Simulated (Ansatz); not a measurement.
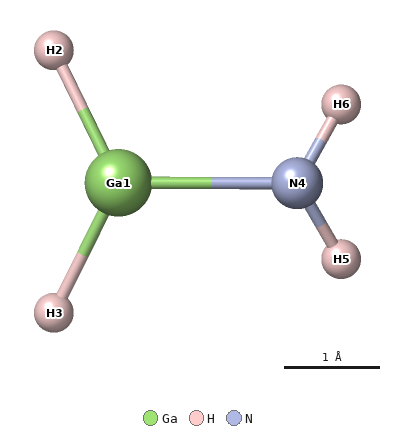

Figure 1. The structure as given in the input (ball-and-stick view, seen at a tilt; atoms are numbered from 1 in the order of the input). Sticks mark near contacts.

## Geometry relaxation, with input and output: GaNH4

The run: geometry relaxation of GaNH4. Method and program: RKS PBE0-D4/def2-TZVP (Ansatz 0.2.0).

Figures and captions count atoms from 1; the log counts them from 0 in places.

The input
```yaml
crystal:
  periodic: [false, false, false]
  atoms:
    - {symbol: Ga, position_ang: [-0.901707, 0.152882, -0.281503]}
    - {symbol: H, position_ang: [-0.910278, -0.803432, -1.537320]}
    - {symbol: H, position_ang: [-0.813240, 1.722959, -0.419248]}
    - {symbol: N, position_ang: [-1.750876, -0.500697, 1.269003]}
    - {symbol: H, position_ang: [-2.280730, 0.176009, 1.800623]}
    - {symbol: H, position_ang: [-2.337903, -1.313367, 1.141433]}
basis:
  gaussian: {orbitals: def2-TZVP}
hamiltonian: {xc: pbe0, dispersion: d4}
relax: {f_tol: 0.005, max_steps: 200}
```

Hardware: 4 threads of Arm Neoverse V1, 23 GiB of memory available, shared host.

Command:
```bash
ansatz run in.yaml --threads 4 --pin off --events-out ev --progress --plain --max-ram 9574MiB
```

Output
```
Functional definition: PBE0
  name "PBE0"
  cite "Adamo & Barone, J. Chem. Phys. 110, 6158 (1999) doi:10.1063/1.478522"
  cite "Perdew, Burke & Ernzerhof, Phys. Rev. Lett. 77, 3865 (1996) doi:10.1103/PhysRevLett.77.3865"
  parent pbe
  parameter a = 0.25
  parameter kappa = 0.804
  parameter beta = 0.06672455060314922
  exchange = (1 - a)*pbe_x(kappa = kappa, mu = beta*pi^2/3) + a*exact_x
  correlation = pbe_c(beta = beta)
744 factors; their error is unknown
mean field evaluation 1: about -53917.3709 eV, gradient 6.4e1 eV
mean field evaluation 2: about -53883.7456 eV, gradient 1.2e2 eV
mean field evaluation 4: about -53924.7931 eV, gradient 4.5e0 eV
mean field evaluation 8: about -53924.8103 eV, gradient 2.7e-1 eV
mean field evaluation 16: about -53924.9982 eV, gradient 4.0e-5 eV
mean field -53924.99815231 eV, -1981.7071304208 hartree, gradient 4.0e-5 eV, S^2 0.000000; 0 other end points of the search recorded, 0 dependent functions left out
the calculation of the forces begins
reference -53924.99817955 eV, -1981.7071314217 hartree; 21, 21 occupied and 82, 82 virtual orbitals, 744 factors
relax step   1: F+E_penalty+E_count = -53925.05939102 eV  Δ(F+E_penalty+E_count) = +0.000e0 eV  max|allowed force component| = 1.532e0 eV/Å  Δτ_max = 0.0000 Å  (25 SCF iters, accepted)
these checks for a lower state are left out or cut short: starts, cluster_reference, orbital_swaps, neighbouring_geometries, increment
744 factors; their error is unknown
mean field -53925.19479496 eV, -1981.7143569049 hartree, gradient 2.7e-5 eV, S^2 0.000000; 0 other end points of the search recorded, 0 dependent functions left out
the calculation of the forces begins
reference -53925.19482229 eV, -1981.7143579093 hartree; 21, 21 occupied and 82, 82 virtual orbitals, 744 factors
relax step   2: F+E_penalty+E_count = -53925.25600399 eV  Δ(F+E_penalty+E_count) = -1.966e-1 eV  max|allowed force component| = 5.789e-1 eV/Å  Δτ_max = 0.1969 Å  (27 SCF iters, accepted)
these checks for a lower state are left out or cut short: starts, cluster_reference, orbital_swaps, neighbouring_geometries, increment
744 factors; their error is unknown
mean field evaluation 32: about -53925.2632 eV, gradient 1.1e-5 eV
mean field -53925.26315788 eV, -1981.7168691959 hartree, gradient 1.1e-5 eV, S^2 0.000000; 0 other end points of the search recorded, 0 dependent functions left out
the calculation of the forces begins
reference -53925.26318541 eV, -1981.7168702074 hartree; 21, 21 occupied and 82, 82 virtual orbitals, 744 factors
relax step   3: F+E_penalty+E_count = -53925.32492434 eV  Δ(F+E_penalty+E_count) = -6.892e-2 eV  max|allowed force component| = 2.699e-1 eV/Å  Δτ_max = 0.1999 Å  (33 SCF iters, accepted)
these checks for a lower state are left out or cut short: starts, cluster_reference, orbital_swaps, neighbouring_geometries, increment
744 factors; their error is unknown
mean field -53925.26595188 eV, -1981.7169718734 hartree, gradient 1.2e-5 eV, S^2 0.000000; 0 other end points of the search recorded, 0 dependent functions left out
the calculation of the forces begins
reference -53925.26597936 eV, -1981.7169728833 hartree; 21, 21 occupied and 82, 82 virtual orbitals, 744 factors
relax step   4: F+E_penalty+E_count = -53925.32780743 eV  Δ(F+E_penalty+E_count) = -2.883e-3 eV  max|allowed force component| = 4.387e-1 eV/Å  Δτ_max = 0.0332 Å  (28 SCF iters, accepted)
these checks for a lower state are left out or cut short: starts, cluster_reference, orbital_swaps, neighbouring_geometries, increment
744 factors; their error is unknown
mean field -53925.26989619 eV, -1981.7171168243 hartree, gradient 1.2e-5 eV, S^2 0.000000; 0 other end points of the search recorded, 0 dependent functions left out
the calculation of the forces begins
reference -53925.26992371 eV, -1981.7171178356 hartree; 21, 21 occupied and 82, 82 virtual orbitals, 744 factors
relax step   5: F+E_penalty+E_count = -53925.33180788 eV  Δ(F+E_penalty+E_count) = -4.000e-3 eV  max|allowed force component| = 2.374e-1 eV/Å  Δτ_max = 0.0398 Å  (28 SCF iters, accepted)
these checks for a lower state are left out or cut short: starts, cluster_reference, orbital_swaps, neighbouring_geometries, increment
744 factors; their error is unknown
mean field -53925.27108731 eV, -1981.7171605970 hartree, gradient 1.1e-5 eV, S^2 0.000000; 0 other end points of the search recorded, 0 dependent functions left out
the calculation of the forces begins
reference -53925.27111484 eV, -1981.7171616088 hartree; 21, 21 occupied and 82, 82 virtual orbitals, 744 factors
relax step   6: F+E_penalty+E_count = -53925.33294853 eV  Δ(F+E_penalty+E_count) = -1.141e-3 eV  max|allowed force component| = 7.724e-2 eV/Å  Δτ_max = 0.0160 Å  (29 SCF iters, accepted)
these checks for a lower state are left out or cut short: starts, cluster_reference, orbital_swaps, neighbouring_geometries, increment
744 factors; their error is unknown
mean field -53925.27129399 eV, -1981.7171681923 hartree, gradient 1.1e-5 eV, S^2 0.000000; 0 other end points of the search recorded, 0 dependent functions left out
the calculation of the forces begins
reference -53925.27132152 eV, -1981.7171692043 hartree; 21, 21 occupied and 82, 82 virtual orbitals, 744 factors
relax step   7: F+E_penalty+E_count = -53925.33313036 eV  Δ(F+E_penalty+E_count) = -1.818e-4 eV  max|allowed force component| = 9.195e-3 eV/Å  Δτ_max = 0.0028 Å  (29 SCF iters, accepted)
these checks for a lower state are left out or cut short: starts, cluster_reference, orbital_swaps, neighbouring_geometries, increment
744 factors; their error is unknown
mean field evaluation 64: about -53925.2713 eV, gradient 2.1e-4 eV
mean field -53925.27129239 eV, -1981.7171681338 hartree, gradient 2.1e-5 eV, S^2 0.000000; 0 other end points of the search recorded, 0 dependent functions left out
the calculation of the forces begins
reference -53925.27131994 eV, -1981.7171691461 hartree; 21, 21 occupied and 82, 82 virtual orbitals, 744 factors
relax step   8: F+E_penalty+E_count = -53925.33313205 eV  Δ(F+E_penalty+E_count) = -1.687e-6 eV  max|allowed force component| = 3.913e-3 eV/Å  Δτ_max = 0.0015 Å  (21 SCF iters, accepted)
```

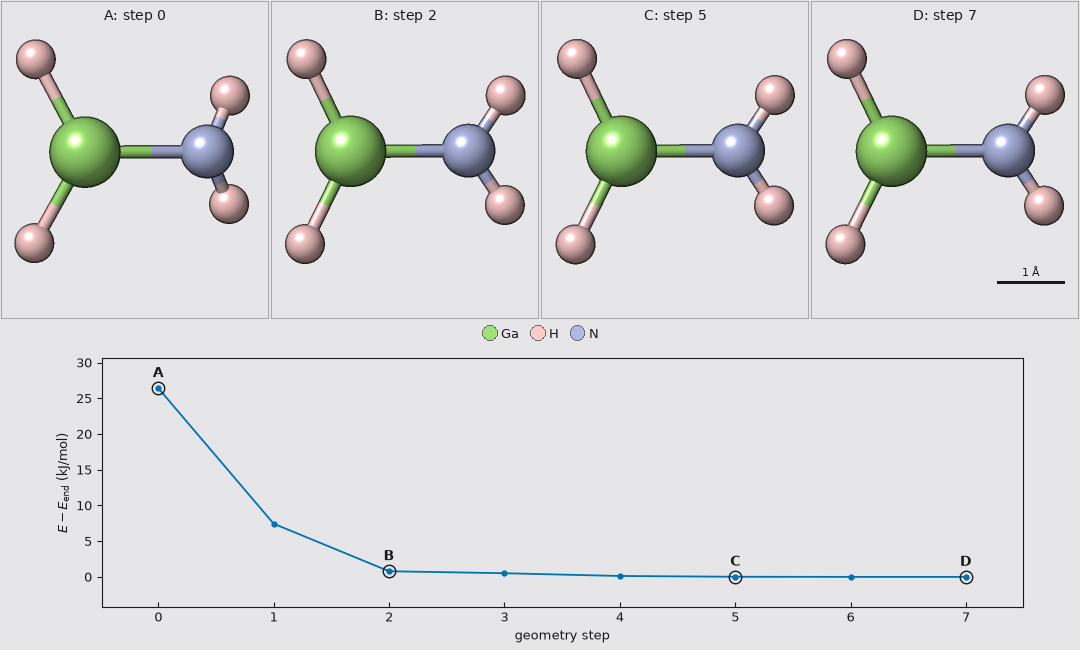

Figure 2. Frames of the relaxation (ball-and-stick view, seen at a tilt) above the curves, on which the letters mark them (the first geometry is step 0 here and step 1 in the log).

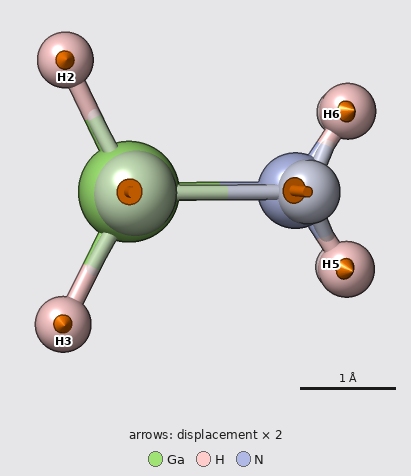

Figure 3. Start (faint) and end (solid) with the displacements as orange arrows, magnified 2 times (ball-and-stick view, seen at a tilt). The two geometries are laid on each other by the best rigid fit. The energy falls by 26.4 kJ/mol in 7 geometry steps. The largest force component goes from 1.5 to 0.0039 eV/Å. The atom that moves furthest after the best rigid fit is N4 (0.27 Å). Largest moves by element: N 0.27 Å, Ga 0.22 Å, H 0.14 Å. Distances before and after: Ga1–N4 1.885 → 1.813 Å, Ga1–H2 1.579 → 1.561 Å, N4–H5 1.011 → 1.006 Å. Among the angles that change: Ga1–N4–H5 115.9° → 124.0°, H5–N4–H6 107.5° → 111.9°, H2–Ga1–H3 122.2° → 126.4°. (Atoms are counted from 1 in the order of the input.)

```
744 factors; their error is unknown
mean field -53925.27129239 eV, -1981.7171681338 hartree, gradient 2.1e-5 eV, S^2 0.000000; 1 other end points of the search recorded, 0 dependent functions left out
the calculation of the forces begins
reference -53925.27131994 eV, -1981.7171691461 hartree; 21, 21 occupied and 82, 82 virtual orbitals, 744 factors
Total energy: -53925.33315960 eV, -1981.7194417116 hartree
Atom 0 at    -1.093482     0.199428    -0.369968 Å, force     0.000393     0.000315    -0.000927 eV/Å
Atom 1 at    -0.810503    -0.833689    -1.505500 Å, force    -0.000408    -0.003913    -0.001009 eV/Å
Atom 2 at    -0.712682     1.713281    -0.378286 Å, force    -0.000141     0.003432     0.002247 eV/Å
Atom 3 at    -1.948735    -0.420047     1.103920 Å, force     0.000056     0.000505    -0.000566 eV/Å
Atom 4 at    -2.185433     0.149228     1.898449 Å, force     0.000063    -0.000809    -0.000210 eV/Å
Atom 5 at    -2.243898    -1.373847     1.224372 Å, force     0.000037     0.000469     0.000466 eV/Å
Dipole moment:    -0.098631    -0.071236     0.169534 e Å
```

Trajectory as extended XYZ (Å, eV, eV/Å), 8 frames, from step=1 to step=8
```
6
Properties=species:S:1:pos:R:3:forces:R:3 step=1 energy=-53925.05939
Ga   -0.9017    0.1529   -0.2815   -1.5315  -0.0573   0.2648
H    -0.9103   -0.8034   -1.5373    0.4204  -0.0489   0.2740
H    -0.8132    1.7230   -0.4192    0.4146  -0.1978   0.2086
N    -1.7509   -0.5007    1.2690    0.2567   0.3737  -0.8675
H    -2.2807    0.1760    1.8006    0.2242   0.0774   0.1097
H    -2.3379   -1.3134    1.1414    0.2156  -0.1472   0.0103
6
Properties=species:S:1:pos:R:3:forces:R:3 step=2 energy=-53925.25600
Ga   -1.0812    0.1914   -0.3528   -0.0827  -0.0942   0.2204
H    -0.8339   -0.8452   -1.5313   -0.0262   0.2363   0.2810
H    -0.7345    1.7416   -0.3865   -0.0493  -0.3646   0.0151
N    -1.7704   -0.4848    1.2349   -0.2670   0.2663  -0.5789
H    -2.2585    0.1686    1.8375    0.2091  -0.1137  -0.0095
H    -2.3163   -1.3371    1.1712    0.2162   0.0699   0.0718
6
Properties=species:S:1:pos:R:3:forces:R:3 step=3 energy=-53925.32492
Ga   -1.0840    0.2038   -0.3806   -0.1658  -0.1132   0.2699
H    -0.8110   -0.8275   -1.5104    0.0234  -0.0709  -0.0695
H    -0.7135    1.7128   -0.3861    0.0299   0.0974   0.0050
N    -1.9177   -0.4255    1.1135   -0.1862  -0.0741   0.1839
H    -2.2053    0.1381    1.9013    0.1484   0.0550  -0.2058
H    -2.2631   -1.3672    1.2352    0.1504   0.1058  -0.1835
6
Properties=species:S:1:pos:R:3:forces:R:3 step=4 energy=-53925.32781
Ga   -1.0900    0.2003   -0.3723   -0.1426  -0.1015   0.2418
H    -0.8185   -0.8363   -1.4965    0.0329  -0.0651  -0.0933
H    -0.7208    1.7089   -0.3701    0.0397   0.1105  -0.0156
N    -1.9324   -0.4264    1.1169    0.2399   0.1846  -0.4387
H    -2.1870    0.1620    1.8874   -0.0842  -0.0406   0.1634
H    -2.2461   -1.3742    1.2075   -0.0858  -0.0879   0.1423
6
Properties=species:S:1:pos:R:3:forces:R:3 step=5 energy=-53925.33181
Ga   -1.0963    0.2006   -0.3725    0.0414   0.0142  -0.0357
H    -0.8112   -0.8370   -1.4985    0.0082  -0.0243  -0.0504
H    -0.7134    1.7104   -0.3711    0.0112   0.0530  -0.0162
N    -1.9611   -0.4143    1.0920   -0.1087  -0.0998   0.2374
H    -2.1771    0.1508    1.8994    0.0198  -0.0816  -0.1166
H    -2.2357   -1.3761    1.2236    0.0280   0.1385  -0.0186
6
Properties=species:S:1:pos:R:3:forces:R:3 step=6 energy=-53925.33295
Ga   -1.0935    0.1996   -0.3704    0.0137   0.0092  -0.0223
H    -0.8114   -0.8360   -1.5042    0.0014   0.0042  -0.0015
H    -0.7135    1.7139   -0.3757    0.0011  -0.0018  -0.0042
N    -1.9493   -0.4191    1.1018    0.0143   0.0080  -0.0226
H    -2.1844    0.1474    1.8968   -0.0128   0.0575   0.0556
H    -2.2427   -1.3715    1.2247   -0.0176  -0.0772  -0.0050
6
Properties=species:S:1:pos:R:3:forces:R:3 step=7 energy=-53925.33313
Ga   -1.0931    0.1997   -0.3707   -0.0053  -0.0038   0.0092
H    -0.8110   -0.8351   -1.5052    0.0006   0.0020   0.0001
H    -0.7132    1.7141   -0.3771    0.0005  -0.0014  -0.0014
N    -1.9479   -0.4201    1.1039    0.0004   0.0021  -0.0026
H    -2.1855    0.1495    1.8981    0.0019  -0.0044  -0.0052
H    -2.2440   -1.3737    1.2240    0.0020   0.0055  -0.0001
6
Properties=species:S:1:pos:R:3:forces:R:3 step=8 energy=-53925.33313
Ga   -1.0935    0.1994   -0.3700    0.0004   0.0003  -0.0009
H    -0.8105   -0.8337   -1.5055   -0.0004  -0.0039  -0.0010
H    -0.7127    1.7133   -0.3783   -0.0001   0.0034   0.0022
N    -1.9487   -0.4200    1.1039    0.0001   0.0005  -0.0006
H    -2.1854    0.1492    1.8984    0.0001  -0.0008  -0.0002
H    -2.2439   -1.3738    1.2244    0.0000   0.0005   0.0005
```

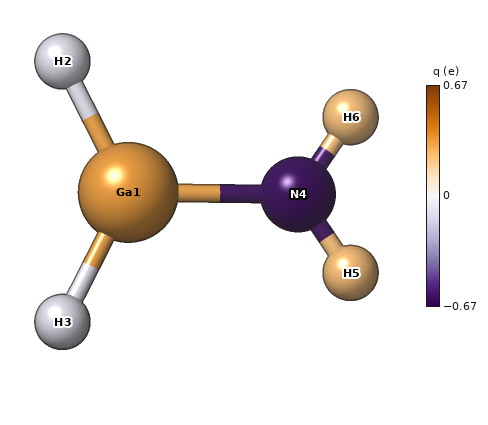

Figure 4. Mulliken charges, as the colour of each atom (ball-and-stick view, seen on its broad side; atoms are numbered from 1 in the order of the input). By element: Ga +0.32, H −0.08 to +0.24 and N −0.64 e.

Key numbers

| quantity | value |
| --- | --- |
| outcome | converged |
| total energy | −53925.3332 eV |
| mean-field energy | −53925.2713 eV |
| dispersion energy | −0.0618 eV |
| SCF solution under orbital rotations | stable |
| largest force (length of the vector) at the end | 0.004 eV/Å |
| dipole moment | 1.00 D |
| wall time | 6.5 s (CPU time 22 s) |
| peak memory | 0.48 GiB |
